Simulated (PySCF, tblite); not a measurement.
# C2H4F2SSi2: geometry, infrared bands and NMR shifts

Aim: predict the infrared bands and NMR shifts of C2H4F2SSi2 (`C#C[Si@H](F)S[SiH2]F`).

The runs use tblite 0.8.0 and PySCF 2.14.0, with density-fitted response routines of our own; the level of theory stands in each step. All values are computed, except where a source is named. Atoms are numbered from 0 throughout.

### Step 1. The molecule as given

11 atoms, charge 0, multiplicity 1; geometry from: force field or distance geometry start.

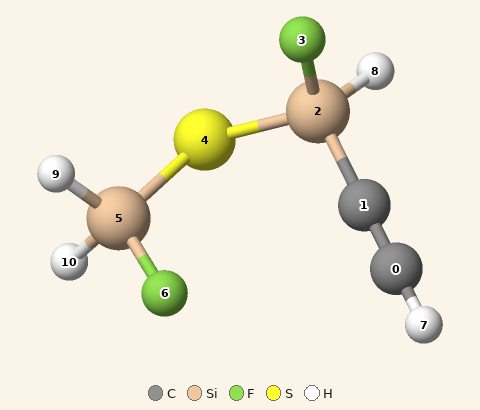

As it starts; carbon grey, silicon light orange, fluorine green, sulfur yellow, hydrogen white, atoms numbered; sticks join atoms by distance.

### Step 2. Optimising the geometry with GFN2-xTB

Job settings and geometry (Å):

```
{"job": {"kind": "relax", "xc": "GFN2-xTB", "basis": "xTB"}, "charge": 0, "multiplicity": 1}
C      1.884800     0.204900     1.923800
C      1.646100    -0.040800     0.757500
Si     1.298800    -0.442500    -0.966900
F      1.603800     0.940800    -1.932800
S     -0.688600    -1.172700    -1.202200
Si    -2.197300    -0.021300    -0.253000
F     -1.734900     0.615700     1.217400
H      2.089000     0.445200     2.950100
H      2.203500    -1.517000    -1.456700
H     -2.794600     1.009300    -1.088300
H     -3.305100    -0.979200     0.025100
```

Started as:

```console
$ OMP_NUM_THREADS=1 python probes_run.py task.json out
```

One launch serves the whole session: the jobs run in the order shown.

The program printed:

```text
step      E/eV     max force
  0    -614.41663    2.311
  1    -614.55665    3.919
  2    -614.56305    3.695
  3    -614.67324    0.407
  4    -614.68472    0.370
  5    -614.71401    0.664
  6    -614.72725    0.515
  7    -614.73850    0.335
  8    -614.74572    0.347
  9    -614.75255    0.265
 10    -614.75624    0.149
 11    -614.75835    0.121
 12    -614.76031    0.147
 13    -614.76325    0.207
 14    -614.76742    0.280
 15    -614.77268    0.279
 16    -614.77765    0.183
 17    -614.78088    0.148
 18    -614.78315    0.135
 19    -614.78623    0.243
 20    -614.79032    0.306
 21    -614.79480    0.274
 22    -614.79859    0.153
 23    -614.80122    0.143
 24    -614.80278    0.115
 25    -614.80425    0.163
 26    -614.80610    0.171
 27    -614.80846    0.198
 28    -614.81118    0.238
 29    -614.81328    0.165
 30    -614.81421    0.070
 31    -614.81464    0.068
 32    -614.81524    0.082
 33    -614.81629    0.143
 34    -614.81783    0.170
 35    -614.81923    0.124
 36    -614.82006    0.078
 37    -614.82063    0.075
 38    -614.82150    0.122
 39    -614.82313    0.177
 40    -614.82544    0.188
 41    -614.82750    0.124
 42    -614.82860    0.056
 43    -614.82909    0.074
 44    -614.82974    0.093
 45    -614.83082    0.112
 46    -614.83222    0.078
 47    -614.83263    0.032
 48    -614.83272    0.026
 49    -614.83275    0.024
 50    -614.83282    0.021
 51    -614.83290    0.024
 52    -614.83301    0.029
 53    -614.83311    0.029
 54    -614.83319    0.035
 55    -614.83328    0.037
 56    -614.83341    0.037
 57    -614.83365    0.048
 58    -614.83409    0.063
 59    -614.83472    0.067
 60    -614.83533    0.054
 61    -614.83569    0.034
 62    -614.83581    0.033
 63    -614.83591    0.038
 64    -614.83605    0.032
 65    -614.83621    0.040
 66    -614.83640    0.038
 67    -614.83656    0.034
 68    -614.83666    0.033
 69    -614.83674    0.030
 70    -614.83681    0.033
 71    -614.83694    0.041
 72    -614.83717    0.046
 73    -614.83747    0.032
 74    -614.83768    0.033
 75    -614.83779    0.019
 76    -614.83785    0.018
 77    -614.83787    0.016
 78    -614.83791    0.013
 79    -614.83797    0.018
 80    -614.83803    0.021
 81    -614.83808    0.019
 82    -614.83810    0.011
 83    -614.83811    0.010
```

It took 1.9 s on 1 thread of Intel Xeon at 2.50GHz, shared host; peak memory 0.18 GiB.

The steps of the relaxation: (not every step is listed)

```
step  energy from step 0 (eV)  largest force (eV/Å)
   0                   0.0000                2.3108
   1                  -0.1400                3.9188
   2                  -0.1464                3.6953
   3                  -0.2566                0.4065
   4                  -0.2681                0.3702
   5                  -0.2974                0.6638
   6                  -0.3106                0.5147
   7                  -0.3219                0.3345
   8                  -0.3291                0.3465
  15                  -0.3560                0.2789
  22                  -0.3820                0.1532
  29                  -0.3966                0.1652
  36                  -0.4034                0.0781
  43                  -0.4125                0.0736
  50                  -0.4162                0.0214
  57                  -0.4170                0.0481
  64                  -0.4194                0.0322
  71                  -0.4203                0.0410
  78                  -0.4213                0.0126
  79                  -0.4213                0.0180
  80                  -0.4214                0.0213
  81                  -0.4214                0.0187
  82                  -0.4215                0.0108
  83                  -0.4215                0.0099
```

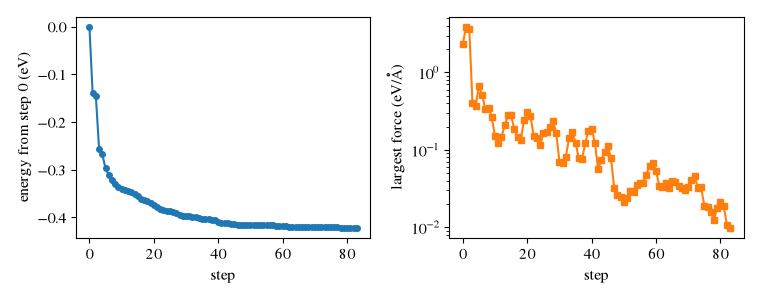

Energy and force, step by step.

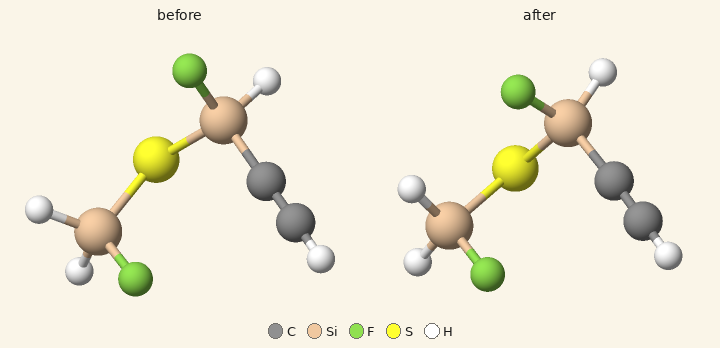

The geometry before (left) and after (right).

Distances of close pairs at the start and the end, largest changes first:

```
   bond  before (Å)  after (Å)  change (Å)
 Si2–F3       1.714      1.612      -0.103
 Si5–F6       1.668      1.607      -0.060
Si5–H10       1.491      1.443      -0.047
 Si2–H8       1.488      1.443      -0.045
 C1–Si2       1.804      1.840      +0.036
 Si2–S4       2.130      2.154      +0.023
  C0–H7       1.074      1.052      -0.022
 S4–Si5       2.122      2.136      +0.014
```

The next job starts from the end point, and lists it.

### Step 3. Harmonic vibrations with GFN2-xTB

Job settings and geometry (Å):

```
{"job": {"kind": "ir", "xc": "GFN2-xTB", "basis": "xTB"}, "charge": 0, "multiplicity": 1}
C      1.890562     0.254795     1.940760
C      1.644545    -0.012499     0.794582
Si     1.174595    -0.474062    -0.923730
F      0.970216     0.901662    -1.737881
S     -0.697380    -1.538292    -0.960003
Si    -2.105219    -0.073067    -0.300202
F     -1.685039     0.423883     1.169631
H      2.114768     0.505005     2.937825
H      2.120614    -1.275974    -1.661482
H     -2.070549     1.120176    -1.116667
H     -3.351689    -0.789035    -0.168797
```

The program printed:

```text
mode    cm-1     km/mol
  1      23.7      1.25
  2      41.6      3.24
  3      86.3      5.80
  4      93.2      1.26
  5     143.6      5.93
  6     185.0     26.89
  7     201.7      3.19
  8     285.5     15.98
  9     305.1     36.96
 10     455.0     15.29
 11     504.8     77.09
 12     511.1    221.60
 13     572.8     11.88
 14     597.9     62.32
 15     635.9    121.88
 16     683.1     57.24
 17     687.4     28.67
 18     697.6    136.90
 19     720.0    236.44
 20     743.0    260.01
 21     818.1    275.23
 22     824.1    219.44
 23    2209.8     54.82
 24    2405.0    210.09
 25    2425.7    213.64
 26    2435.6    139.91
 27    3360.9      0.82
```

It took 1.2 s on 1 thread of Intel Xeon at 2.50GHz, shared host; peak memory 0.18 GiB.

The strongest bands and the atoms that carry them (share of the mass-weighted mode):

```
cm⁻¹  km/mol                                 atoms
 511   221.6  S4 34 %, Si5 24 %, H10 17 %, H9 13 %
 720   236.4           H9 39 %, H10 27 %, Si2 14 %
 743   260.0                     H10 45 %, H9 37 %
 818   275.2                     F3 47 %, Si2 43 %
 824   219.4                     F6 54 %, Si5 39 %
2405   210.1                               H9 94 %
2426   213.6                               H8 94 %
2436   139.9                              H10 93 %
```

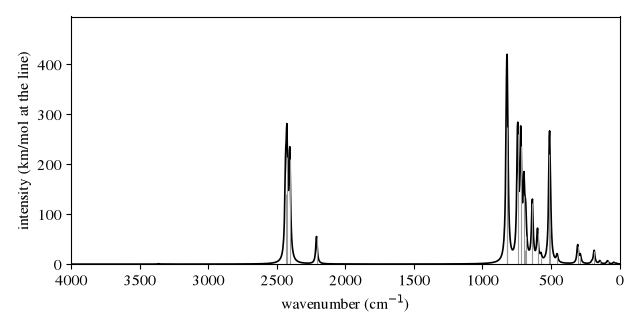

The infrared spectrum from these modes, unscaled. Lines are broadened to a width of 14 cm⁻¹ (Lorentzian).

### Step 4. Shielding tensors: PBE0/pcSseg-1

The job, as its differences from that of step 3:

```diff
@@ -1,2 +1,2 @@
-{"job": {"kind": "ir", "xc": "GFN2-xTB", "basis": "xTB"}, "charge": 0, "multiplicity": 1}
+{"job": {"kind": "nmr", "xc": "PBE0", "basis": "pcSseg-1"}, "charge": 0, "multiplicity": 1}
 C      1.890562     0.254795     1.940760
```

Level: GIAO PBE0/pcSseg-1 NMR shielding, non-relativistic, gas phase.

The program printed:

```text
coarse grid: 11696 points
cycle   1  E = -1254.6869246872  dE =  6.697e-01  |g| = 8.061e-01  |ddm| = 3.278e+00
cycle   2  E = -1254.5801863533  dE =  1.067e-01  |g| = 1.194e+00  |ddm| = 1.550e+00
cycle   3  E = -1254.8027316881  dE = -2.225e-01  |g| = 1.034e-01  |ddm| = 8.946e-01
cycle   4  E = -1254.8049026185  dE = -2.171e-03  |g| = 3.274e-02  |ddm| = 1.274e-01
cycle   5  E = -1254.8050940245  dE = -1.914e-04  |g| = 1.489e-02  |ddm| = 3.654e-02
cycle   6  E = -1254.8051411076  dE = -4.708e-05  |g| = 5.661e-03  |ddm| = 1.287e-02
cycle   7  E = -1254.8051491751  dE = -8.067e-06  |g| = 8.478e-04  |ddm| = 4.483e-03
final grid: 102712 points
cycle   8  E = -1254.8588212106  dE = -2.631e-05  |g| = 4.068e-03  |ddm| = 2.370e-02
cycle   9  E = -1254.8588199328  dE =  1.278e-06  |g| = 4.444e-03  |ddm| = 9.532e-03
cycle  10  E = -1254.8588250038  dE = -5.071e-06  |g| = 8.120e-04  |ddm| = 5.336e-03
cycle  11  E = -1254.8588251287  dE = -1.249e-07  |g| = 3.640e-04  |ddm| = 7.152e-04
cycle  12  E = -1254.8588251601  dE = -3.144e-08  |g| = 9.889e-05  |ddm| = 3.142e-04
cycle  13  E = -1254.8588251620  dE = -1.905e-09  |g| = 2.458e-05  |ddm| = 8.170e-05
cycle  14  E = -1254.8588251621  dE = -1.037e-10  |g| = 4.859e-06  |ddm| = 2.200e-05
converged SCF energy = -1254.8588251621

GIAO shielding tensors (ppm)
atom      isotropic    diamagn.    paramagn.     s11        s22        s33       span
  0 C       79.765     260.370    -180.605     -1.755      4.901    236.149    237.903
  1 C       99.984     262.141    -162.158      2.880      7.396    289.675    286.795
  2 Si     366.408     878.544    -512.136    323.243    370.564    405.416     82.172
  3 F      341.461     470.247    -128.786    293.349    364.745    366.288     72.940
  4 S      649.808    1060.934    -411.127    557.538    596.170    795.714    238.175
  5 Si     346.140     878.752    -532.613    297.970    334.641    405.807    107.838
  6 F      358.060     473.832    -115.772    311.600    349.500    413.080    101.480
  7 H       29.367      33.008      -3.640     24.389     24.907     38.806     14.417
  8 H       26.246      26.951      -0.706     22.679     23.455     32.603      9.924
  9 H       25.889      29.269      -3.380     22.341     24.267     31.058      8.717
 10 H       26.193      27.914      -1.720     21.966     24.120     32.494     10.528
```

Wall time 69 s (1 thread of Intel Xeon at 2.50GHz, shared host); peak memory 0.73 GiB.

The references, computed at this level on geometries of the same kind, shield at (ppm): ¹H TMS 31.72, ¹³C TMS 186.9, ²⁹Si TMS 349.2, ¹⁹F CFCl3 170.9, ³³S CS2 504. Their shielding less the atom's gives the shift. The references are single molecules in the gas phase, so shifts against H2O, NH3, PH3, H3PO4 or CFCl3 are not on the usual liquid scales and can be off by tens of ppm.

```
atoms                              environment  σ (ppm)  δ (ppm)  δ scaled to CDCl3
   C0                   terminal alkyne carbon     79.8    107.2              102.7
   C1                            alkyne carbon    100.0     86.9               82.9
   H9     hydrogen on a silicon bonded to F, S    25.89     5.83                  –
  H10     hydrogen on a silicon bonded to F, S    26.19     5.52                  –
   H8  hydrogen on a silicon bonded to C, F, S    26.25     5.47                  –
   H7     hydrogen on a terminal alkyne carbon    29.37     2.35               2.32
  Si5              silicon bonded to F, S, 2 H    346.1      3.0                  –
  Si2             silicon bonded to C, F, S, H    366.4    -17.2                  –
   F3                    fluorine bonded to Si    341.5   -170.5                  –
   F6                    fluorine bonded to Si    358.1   -187.1                  –
   S4                    sulfur bonded to 2 Si      650     -146                  –
```

The scaled column applies a straight-line fit of computed shieldings to shifts measured in CDCl3, with any fitted terms for Cl, Br or S neighbours, and one for carbons that bear F (root-mean-square error 0.16 ppm for H, 1.9 ppm for C).

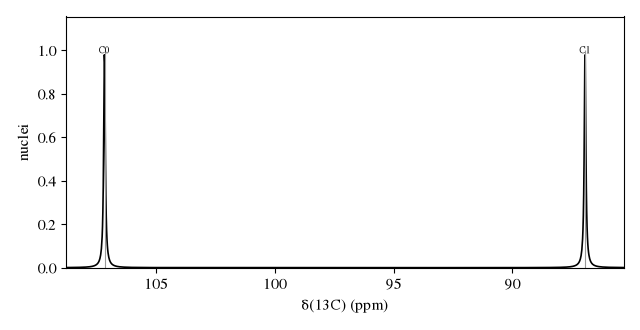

¹³C lines at the computed shifts, without couplings. Lines are broadened to a width of 0.08 ppm (Lorentzian).

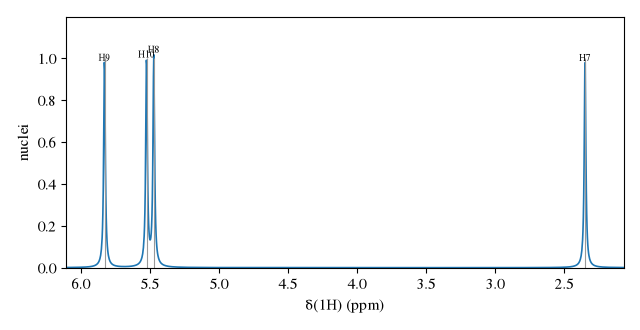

¹H lines at the computed shifts, without couplings. Lines are broadened to a width of 0.01 ppm (Lorentzian).

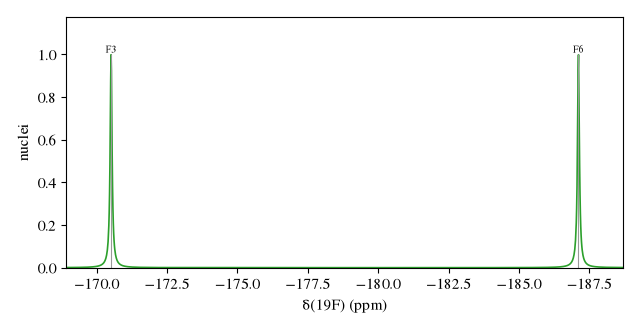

¹⁹F lines at the computed shifts, without couplings. Lines are broadened to a width of 0.08 ppm (Lorentzian).

Charges from the same density, by scheme (e):

```
atoms  Mulliken    IAO  Hirshfeld  ESP fit
   C0     -0.12  -0.14      -0.05    -0.32
   C1     -0.21  -0.36      -0.16    -0.12
  Si2      1.00   1.15       0.44     0.60
   F3     -0.41  -0.53      -0.19    -0.27
   S4     -0.56  -0.44      -0.17    -0.37
  Si5      0.88   1.02       0.41     0.56
   F6     -0.42  -0.53      -0.20    -0.27
```

IAO charges:

```
atom  value (e)
  C0      -0.14
  C1      -0.36
 Si2       1.15
  F3      -0.53
  S4      -0.44
 Si5       1.02
  F6      -0.53
  H7       0.21
  H8      -0.12
  H9      -0.13
 H10      -0.12
```

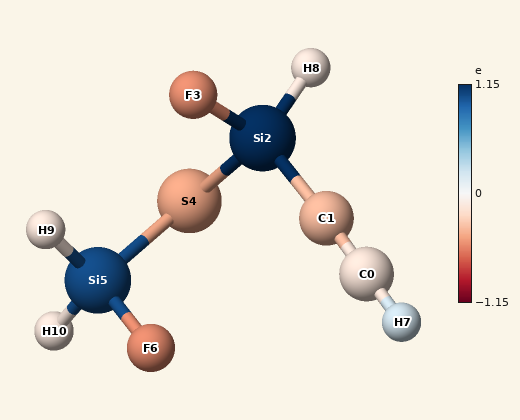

IAO charges, as colours on the atoms.

Mayer bond orders: C0–C1 2.53, C1–Si2 0.93, Si2–F3 0.94, Si2–S4 0.97, S4–Si5 0.95, Si5–F6 0.93.

Orbitals, density, ELF and potential are computed afterwards from the orbital file.

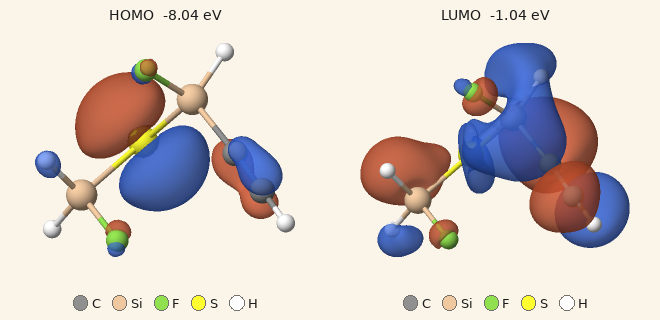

PBE0/pcSseg-1 orbitals near the gap, drawn at the value that encloses 70 % of each; the two colours are the two signs.

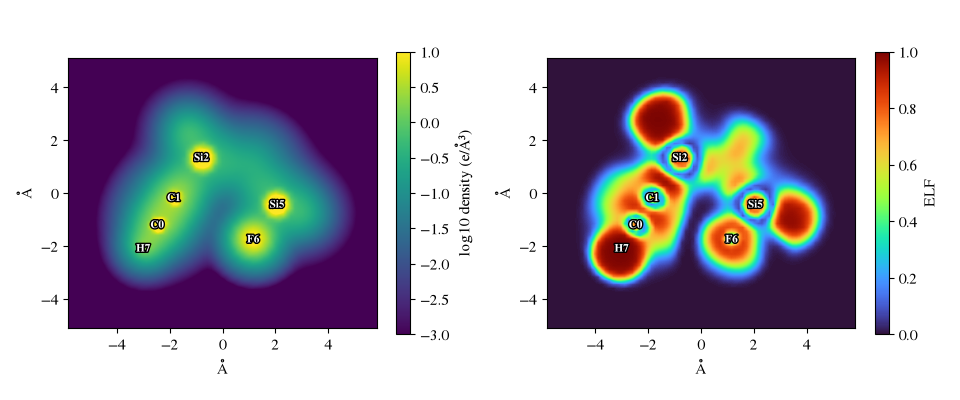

Density (left) and ELF (right) in a plane through or near 6 of the atoms.

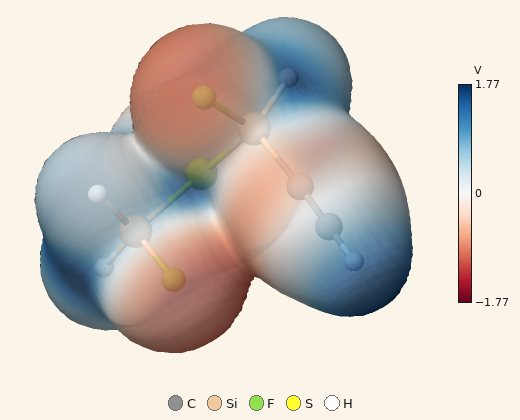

Electrostatic potential on the surface of density 0.002 e/bohr³; red is low, blue high. It runs, from the 1st to the 99th percentile, from -1.06 V near F6 to 1.77 V near H7.

### Step 5. Summary of results

```
                                 quantity                       value
strongest single infrared mode (GFN2-xTB)        818 cm⁻¹, 275 km/mol
             zero-point energy (GFN2-xTB)               32.4 kcal/mol
   ¹³C shifts against TMS (PBE0/pcSseg-1)             107.2, 86.9 ppm
    ¹H shifts against TMS (PBE0/pcSseg-1)  5.83, 5.52, 5.47, 2.35 ppm
  ²⁹Si shifts against TMS (PBE0/pcSseg-1)              3.0, -17.2 ppm
 ¹⁹F shifts against CFCl3 (PBE0/pcSseg-1)          -170.5, -187.1 ppm
   ³³S shifts against CS2 (PBE0/pcSseg-1)                    -146 ppm
    surface potential, 1st and 99th percentile          -1.06 V and 1.77 V
```

Over 83 steps the energy fell by 0.421 eV; of the close pairs, Si2–F3 changed most, 1.714 to 1.612 Å. No mode is imaginary among the 27: a minimum at this level. The strongest single mode, at 818 cm⁻¹, moves mainly F3 and Si2. Unscaled tight-binding wavenumbers are off by several per cent, some by more. Its intensities can rank the bands wrongly. At PBE0/pcSseg-1: The widest tensor belongs to C1: span 287 ppm, with a paramagnetic part of -162 ppm. At PBE0/pcSseg-1, counted by nearest atom on the grid, the HOMO lies on S4 76 %, the LUMO on Si2 19 %; C0, C1 about 17 % each.
